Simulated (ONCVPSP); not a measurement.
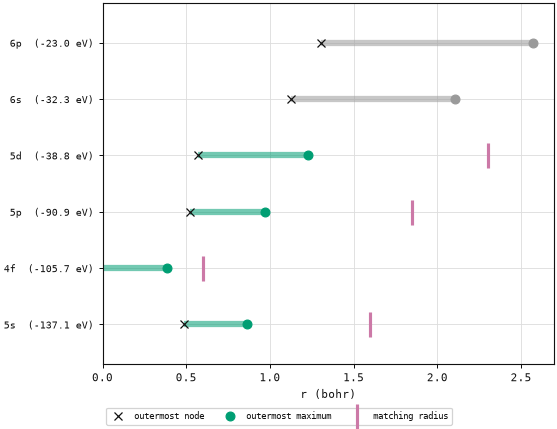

*Outer shells of the all-electron reference atom: each bar runs from the outermost node (or the nucleus) to the outermost maximum of u(r); the tick is the radius chosen for the pseudo-wave. Shells without a tick have no pseudo-wave of their own. Levels, nodes and maxima are from ld1.x, scalar-relativistic.*

- Radii against the shells: 5s: 1.60 bohr, outside the maximum; 4f: 0.60 bohr, outside the maximum; 5p: 1.85 bohr, outside the maximum; 5d: 2.30 bohr, outside the maximum.

## Pt: pseudopotential generation

Platinum (Pt, Z = 78), core [Kr] 4d10, reference valence 4f14 5s2 5p6 5d7 (an ion of charge +3), valence charge 32. Computed at this level: ONCV potential, Wu-Cohen, scalar-relativistic, made with ONCVPSP 4.0.1.

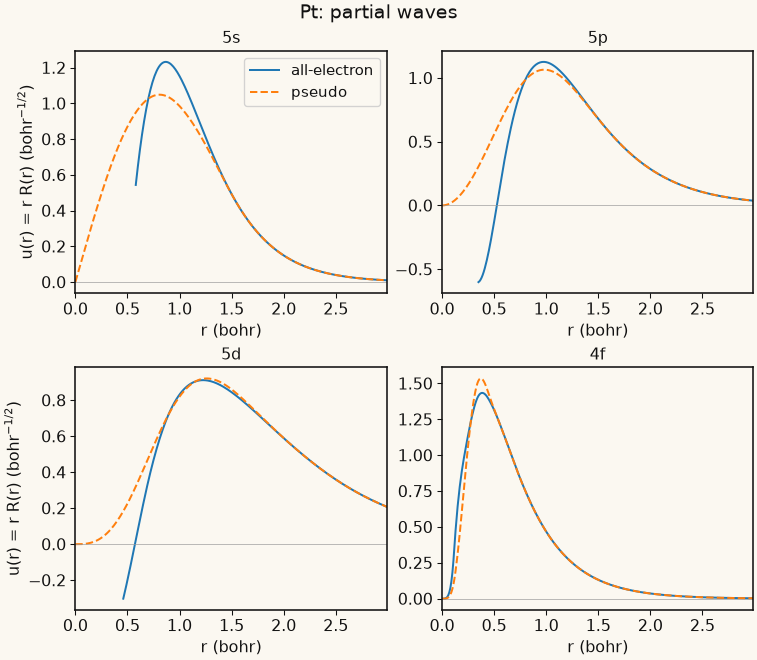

*All-electron valence functions (solid) with their pseudo partners (dashed). The innermost oscillations of some all-electron curves aren't drawn. Reference configuration 4f14 5s2 5p6 5d7.*

- Matching radii: 5s at 1.60 bohr; 5p at 1.85 bohr; 5d at 2.30 bohr; 4f at 0.60 bohr. The curves merge smoothly, so the plot gives these only roughly.
- Nodes of the pseudo-waves: 5s has no node; 5p has no node; 5d has no node; 4f has no node. The potential isn't sound: its ghost test gives GHOST(-) flagged for s at -1513.6 eV, s at -154.3 eV, p at -774.7 eV; no localised positive-energy state flagged (flags above 300 eV left out).

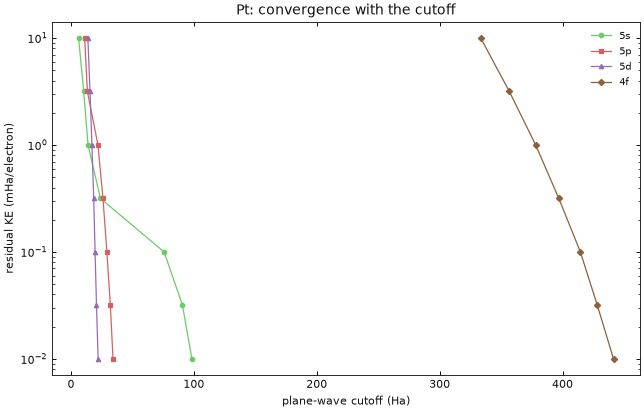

*Residual kinetic energy of the pseudo-waves (the first of each channel, and further valence shells) beyond the plane-wave cutoff, as the generator prints it.*

- Hardest wave at 1 mHa per electron: 4f, with rc = 0.60 bohr and qcut = 30.5 1/bohr. The optimisation minimises, but can't always remove, the kinetic energy above qcut²/2 = 465.1 Ha, and a larger rc would as a rule soften the wave at some cost in transferability.
- Cutoffs for 1 mHa per electron: 4f: 378 Ha; 5p: 22 Ha; 5d: 17 Ha; 5s: 14 Ha.
- Cutoffs for the occupied states: 378 Ha for 1 mHa and 414 Ha for 0.1 mHa per electron. The first is set by 4f.

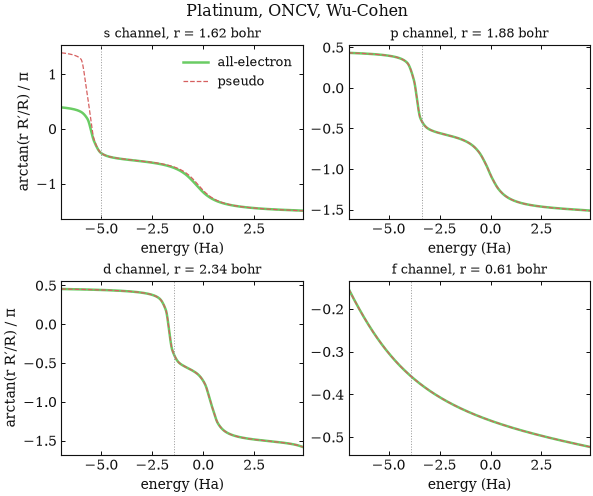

*Unwrapped phase arctan(r R′/R) in units of π against energy, all-electron (solid) and pseudo (dashed); the pseudo phase is matched to the all-electron one at the reference energy. Here R(r) is the radial function. A near-vertical step is a level narrower than the spacing of the points behind the curves. The dotted line marks the reference energy of the channel.*

- Ghost states: Going away from the reference energies, the phases part by more than π/2 in: s at about -5.7 Ha (below its reference energy, pseudo phase higher, at the flagged ghost). Such a step is either a state that only one of the two atoms has or an ordinary level shifted in energy. The separate test gives: GHOST(-) flagged for s at -1513.6 eV, s at -154.3 eV, p at -774.7 eV; no localised positive-energy state flagged (flags above 300 eV left out). The other bound ghosts lie below the range of the plot.
- Range over which the phases agree within 0.05 rad: s: between about -5.3 and -1.5 Ha; p: over the whole range drawn; d: over the whole range drawn; f: over the whole range drawn.

Input and output of the run follow.

## Input file
```
# ATOM AND REFERENCE CONFIGURATION
# atsym  z   nc   nv     iexc    psfile
  Pt 78.00    9    4  -118130      upf
#
#   n    l    f
    1    0    2.00
    2    0    2.00
    2    1    6.00
    3    0    2.00
    3    1    6.00
    3    2   10.00
    4    0    2.00
    4    1    6.00
    4    2   10.00
    4    3   14.00
    5    0    2.00
    5    1    6.00
    5    2    7.00
#
# PSEUDOPOTENTIAL AND OPTIMIZATION
# lmax
    3
#
#   l,   rc,      ep,       ncon, nbas, qcut
    0    1.60    0.00    4    9    5.60
    1    1.85    0.00    3    7    9.50
    2    2.30    0.00    5   10    6.80
    3    0.60    0.00    4    9   30.50
#
# LOCAL POTENTIAL
# lloc, lpopt,  rc(5),   dvloc0
    4    5    0.45    4.00
#
# VANDERBILT-KLEINMAN-BYLANDER PROJECTORs
# l, nproj, debl
    0    1    2.10
    1    2    2.00
    2    3    2.60
    3    2    3.60
#
# MODEL CORE CHARGE
# icmod, fcfact, rcfact
    1    0.30    0.00
#
# LOG DERIVATIVE ANALYSIS
# epsh1, epsh2, depsh
   -7.00    5.00    0.04
#
# OUTPUT GRID
# rlmax, drl
    6.00    0.01
#
# TEST CONFIGURATIONS
# ncnf
    4
# nvcnf
#   n    l    f
    5
    4    3   14.00
    5    0    2.00
    5    1    6.00
    5    2    9.00
    6    0    1.00
#
    4
    4    3   14.00
    5    0    2.00
    5    1    6.00
    5    2    9.00
#
    4
    4    3   14.00
    5    0    2.00
    5    1    6.00
    5    2    8.00
#
    5
    4    3   14.00
    5    0    2.00
    5    1    6.00
    5    2    8.00
    6    0    1.00
#
```

Command:
```bash
oncvpsp.x < Pt.dat > Pt.out
```

## Output (extracts)
```
ONCVPSP  (Optimized Norm-Conservinng Vanderbilt PSeudopotential)
scalar-relativistic version 4.0.1

#   n    l    f        energy (Ha)
    1    0    2.00    -2.8836578E+03
    2    0    2.00    -5.0765110E+02
    2    1    6.00    -4.4012179E+02
    3    0    2.00    -1.2023947E+02
    3    1    6.00    -1.0057735E+02
    3    2   10.00    -7.9257684E+01
    4    0    2.00    -2.6857558E+01
    4    1    6.00    -2.0409865E+01
    4    2   10.00    -1.2581851E+01
    4    3   14.00    -3.8836358E+00
    5    0    2.00    -5.0388133E+00
    5    1    6.00    -3.3401440E+00
    5    2    7.00    -1.4260877E+00

Reference configufation results
  iterations    23
  all-electron total energy (Ha)   -1.84100231D+04

Begin loop to  construct optimized pseudo wave functions
and semi-local pseudopoentials for all angular momenta

Calculating optimized projector #   1

 for l=   0

    Fraction of norm inside rc  0.968624
    Optimizing pswf for qcut=   5.61 a_B^-1,  ecut=  15.74 Ha
    Residual kinetic energy error=  5.14D-04 Ha

    Energy error per electron        Cutoff
         Ha          eV             Ha
         0.01000     0.27211        6.17
         0.00100     0.02721       13.87
         0.00010     0.00272       75.76
         0.00001     0.00027       98.38

WARNING wellstate: moderately localized bound state found for n= 6 l=  1
WARNING scattering state with energy  0.05000000
WARNING will be used for the first projector

   Wellstate for l =  1  n =  7
     eigenvalue =   0.0500
     asymptotic potential =   0.5500
     half-point radius =  3.3116

Calculating optimized projector #   1

 for l=   1

    Fraction of norm inside rc  0.963440
    Optimizing pswf for qcut=   9.50 a_B^-1,  ecut=  45.08 Ha
    Residual kinetic energy error=  4.61D-09 Ha

    Energy error per electron        Cutoff
         Ha          eV             Ha
         0.01000     0.27211       11.12
         0.00100     0.02721       21.93
         0.00010     0.00272       29.21
         0.00001     0.00027       34.20

Calculating optimized projector #   2

 for l=   1

    Fraction of norm inside rc  0.062010
    Optimizing pswf for qcut=   9.50 a_B^-1,  ecut=  45.08 Ha
    Residual kinetic energy error=  1.42D-09 Ha

    Energy error per electron        Cutoff
         Ha          eV             Ha
         0.01000     0.27211        9.03
         0.00100     0.02721       12.72
         0.00010     0.00272       26.51
         0.00001     0.00027       32.52

   Wellstate for l =  2  n =  8
     eigenvalue =   1.1739
     asymptotic potential =   1.6739
     half-point radius =  4.8486

   Wellstate for l =  2  n =  9
     eigenvalue =   3.7739
     asymptotic potential =   4.2739
     half-point radius =  4.0111

Calculating optimized projector #   1

 for l=   2

    Fraction of norm inside rc  0.913571
    Optimizing pswf for qcut=   6.79 a_B^-1,  ecut=  23.08 Ha
    Residual kinetic energy error=  2.51D-06 Ha

    Energy error per electron        Cutoff
         Ha          eV             Ha
         0.01000     0.27211       13.73
         0.00100     0.02721       17.03
         0.00010     0.00272       19.60
         0.00001     0.00027       22.08

Calculating optimized projector #   2

 for l=   2

    Fraction of norm inside rc  0.098385
    Optimizing pswf for qcut=   6.79 a_B^-1,  ecut=  23.08 Ha
    Residual kinetic energy error=  7.90D-06 Ha

    Energy error per electron        Cutoff
         Ha          eV             Ha
         0.01000     0.27211       12.83
         0.00100     0.02721       16.74
         0.00010     0.00272       19.96
         0.00001     0.00027       23.24

Calculating optimized projector #   3

 for l=   2

    Fraction of norm inside rc  0.071292
    Optimizing pswf for qcut=   6.79 a_B^-1,  ecut=  23.08 Ha
    Residual kinetic energy error=  3.20D-05 Ha

    Energy error per electron        Cutoff
         Ha          eV             Ha
         0.01000     0.27211       15.36
         0.00100     0.02721       19.08
         0.00010     0.00272       21.89
         0.00001     0.00027       26.48

WARNING wellstate: negative energy specified for n= 5 l=  3
WARNING scattering state with energy  0.25000000
WARNING will be used for the first projector

   Wellstate for l =  3  n =  5
     eigenvalue =   0.2500
     asymptotic potential =   0.7500
     half-point radius =  1.7987

Calculating optimized projector #   1

 for l=   3

    Fraction of norm inside rc  0.707882
    Optimizing pswf for qcut=  30.49 a_B^-1,  ecut= 464.81 Ha
    Residual kinetic energy error=  1.81D-06 Ha

    Energy error per electron        Cutoff
         Ha          eV             Ha
         0.01000     0.27211      333.39
         0.00100     0.02721      378.12
         0.00010     0.00272      414.50
         0.00001     0.00027      441.48

Calculating optimized projector #   2

 for l=   3

    Fraction of norm inside rc  0.013315
    Optimizing pswf for qcut=  30.49 a_B^-1,  ecut= 464.81 Ha
    Residual kinetic energy error=  1.10D-07 Ha

    Energy error per electron        Cutoff
         Ha          eV             Ha
         0.01000     0.27211      246.12
         0.00100     0.02721      313.00
         0.00010     0.00272      365.61
         0.00001     0.00027      408.36

Construct Vanderbilt / Kleinmman-Bylander projectors

B matrix Hermiticity error, ll=   1
   1   2   -3.7091E-04

  Orthonormal projector coefficients  3.3125E+01  1.5968E+00

B matrix Hermiticity error, ll=   2
   1   2    2.0045E-04
   1   3   -3.4077E-04
   2   3    1.1262E-04

  Orthonormal projector coefficients  6.4679E+01  5.1669E+00 -3.0676E-01

B matrix Hermiticity error, ll=   3
   1   2    9.6910E-04

  Orthonormal projector coefficients -4.1498E+01 -1.1208E+01

Model core correction analysis
  based on d2Exc/dn_idn_j

d2excae - all-electron derivatives

   -2.922723D-02   -1.118256D-02   -7.808892D-03   -3.591254D-03
   -1.118247D-02   -2.866995D-02   -2.510893D-02   -1.462725D-02
   -7.808870D-03   -2.510956D-02   -2.484099D-02   -1.791430D-02
   -3.591941D-03   -1.463969D-02   -1.795587D-02   -1.991225D-02

d2excps - pseudofunction derivatives with no core correction

   -5.638736D-02   -2.355837D-02   -1.179189D-02   -3.645434D-03
   -2.355867D-02   -2.552697D-02   -2.346778D-02   -1.363160D-02
   -1.179192D-02   -2.346834D-02   -2.533780D-02   -1.836523D-02
   -3.646127D-03   -1.364398D-02   -1.840676D-02   -2.086146D-02

rms 2nd derivative error    8.270963E-03

Polynomial model core charge

d2excps - pseudofunction derivatives with core correction

   -3.714724D-02   -1.641884D-02   -9.121928D-03   -3.158427D-03
   -1.641883D-02   -2.173976D-02   -2.089202D-02   -1.290996D-02
   -9.121920D-03   -2.089255D-02   -2.346896D-02   -1.775110D-02
   -3.159113D-03   -1.292232D-02   -1.779261D-02   -2.061897D-02

rms 2nd derivative error    3.651320E-03

Pseudoatom total energy -533.847535

Diagnostic tests using Vanderbilt-Kleinman-Bylander pseudopotentials
  1 or more projectors used as specified by nproj input data

   l    rcore       rmatch      e in        delta e   norm test  slope test

   0   1.6050159   1.6537477  -5.0388133   0.0000035   1.0000092   0.9999897

   1   1.8528100   1.9090653  -3.3401440   0.0000011   1.0001986   1.0001940
   1   1.8528100   1.9090653   0.0500000   0.0000391   1.0002169   1.0002169

   2   2.3118314   2.3820236  -1.4260877  -0.0000038   1.0001072   1.0001134
   2   2.3118314   2.3820236   1.1739123   0.0000130   1.0001994   1.0001994
   2   2.3118314   2.3820236   3.7739123  -0.0000169   1.0003280   1.0003280

   3   0.6017422   0.6200124  -3.8836358   0.0000551   1.0007806   1.0006064
   3   0.6017422   0.6200124   0.2500000  -0.0007064   1.0014664   1.0014664

 Testing for bound ghosts
   n   l    E NL Schr. Eq   E Basis Diag.   E Cutoff

       0                      -55.622480    102.92  WARNING - GHOST(-)
       0                       -5.671888    102.92  WARNING - GHOST(-)
   1   0       -5.038810       -5.038744    102.92

       1                      -28.468782     65.54  WARNING - GHOST(-)
   2   1       -3.340143       -3.340050     65.54

   3   2       -1.426092       -1.426084    127.09

   4   3       -3.883581       -3.873956   1362.78

 Testing for highly-localized positive-energy ghosts
       l    <radius>/rc     E Basis Diag.   E Cutoff

       2        0.888857       52.543456    127.09  WARNING - GHOST(+)

       2        0.964458       53.431344    127.09  WARNING - GHOST(+)

Test configuration 0

   n   l     f        eae           eps        diff
   1   0  2.0000-2883.65781084
   2   0  2.0000 -507.65109526
   2   1  6.0000 -440.12179072
   3   0  2.0000 -120.23947102
   3   1  6.0000 -100.57734717
   3   2 10.0000  -79.25768434
   4   0  2.0000  -26.85755778
   4   1  6.0000  -20.40986549
   4   2 10.0000  -12.58185078
   4   3 14.0000   -3.88363582   -3.88358073    5.51D-05
   5   0  2.0000   -5.03881333   -5.03880982    3.51D-06
   5   1  6.0000   -3.34014402   -3.34014291    1.11D-06
   5   2  7.0000   -1.42608772   -1.42609156   -3.84D-06

    Total energies and differences
      AE_ref= -1.84100231D+04  AE_tst= -1.84100231D+04  dif=  0.00D+00
      PS_ref= -5.33847535D+02  PS_tst= -5.33847535D+02  dif=  2.50D-12
      PSP excitation error= -2.50D-12

Test configuration 1

psatom: WARNING lschvkbb convergence error n,l,iter=   2   0   2
ea(ii),et,emin,emax -4.740767E-01 -5.214844E-01 -5.214844E-01 -5.214844E-01
run_config: WARNING for fully non-local PS atom, stg. 2
 WARNING no output for configuration 2

Test configuration 2

   n   l     f        eae           eps        diff
   1   0  2.0000-2882.64916761
   2   0  2.0000 -506.63933693
   2   1  6.0000 -439.11006339
   3   0  2.0000 -119.23121536
   3   1  6.0000  -99.56910467
   3   2 10.0000  -78.24873384
   4   0  2.0000  -25.85127682
   4   1  6.0000  -19.40370356
   4   2 10.0000  -11.57575325
   4   3 14.0000   -2.87878327   -2.88484492   -6.06D-03
   5   0  2.0000   -4.04723707   -4.04853434   -1.30D-03
   5   1  6.0000   -2.36438951   -2.36461757   -2.28D-04
   5   2  9.0000   -0.52686854   -0.52725820   -3.90D-04

    Total energies and differences
      AE_ref= -1.84100231D+04  AE_tst= -1.84119436D+04  dif= -1.92D+00
      PS_ref= -5.33847535D+02  PS_tst= -5.35769057D+02  dif= -1.92D+00
      PSP excitation error=  1.04D-03

Test configuration 3

   n   l     f        eae           eps        diff
   1   0  2.0000-2883.12143338
   2   0  2.0000 -507.11292988
   2   1  6.0000 -439.58362254
   3   0  2.0000 -119.70378665
   3   1  6.0000 -100.04167029
   3   2 10.0000  -78.72153226
   4   0  2.0000  -26.32334340
   4   1  6.0000  -19.87575140
   4   2 10.0000  -12.04781164
   4   3 14.0000   -3.35046138   -3.35396960   -3.51D-03
   5   0  2.0000   -4.51451959   -4.51517820   -6.59D-04
   5   1  6.0000   -2.82542093   -2.82561952   -1.99D-04
   5   2  8.0000   -0.95242408   -0.95284942   -4.25D-04

    Total energies and differences
      AE_ref= -1.84100231D+04  AE_tst= -1.84112085D+04  dif= -1.19D+00
      PS_ref= -5.33847535D+02  PS_tst= -5.35033458D+02  dif= -1.19D+00
      PSP excitation error=  5.10D-04

Test configuration 4

psatom: WARNING lschvkbb convergence error n,l,iter=   2   0   2
ea(ii),et,emin,emax -8.136745E-01 -8.950420E-01 -8.950420E-01 -8.950420E-01
run_config: WARNING for fully non-local PS atom, stg. 2
 WARNING no output for configuration 5
```

## Key numbers

- outcome: generated, with a ghost state
- cutoffs needed: 378 Ha and 414 Ha (the cutoffs at which the residual kinetic energy of the hardest occupied pseudo-wave falls to 1 and 0.1 mHa per electron)
- ghost test: GHOST(-) flagged for s at -1513.6 eV, s at -154.3 eV, p at -774.7 eV; no localised positive-energy state flagged (flags above 300 eV left out)
- configuration tests: 2 of 4 tests not solved
- rms error of d²Exc/dni dnj: 8.27 mHa without and 3.65 mHa with the model core
- largest excitation error among the tests solved: +28 meV (all-electron minus pseudo) for 4f14 5s2 5p6 5d9
- range over which the phases arctan(r R′/R) at the test radius agree within 0.05 rad (a looser test near the poles than one of phase shifts): s: between about -5.3 and -1.5 Ha; p: over the whole range computed; d: over the whole range computed; f: over the whole range computed
- hardware: 1 CPU thread, shared host
- wall time: 6.6 s

## Notes

The potential has a bound ghost state, so it can't be used as it stands. Warnings of the program, in the generation or the tests: wellstate: moderately localized bound state found for n= 6 l= 1; wellstate: negative energy specified for n= 5 l= 3.
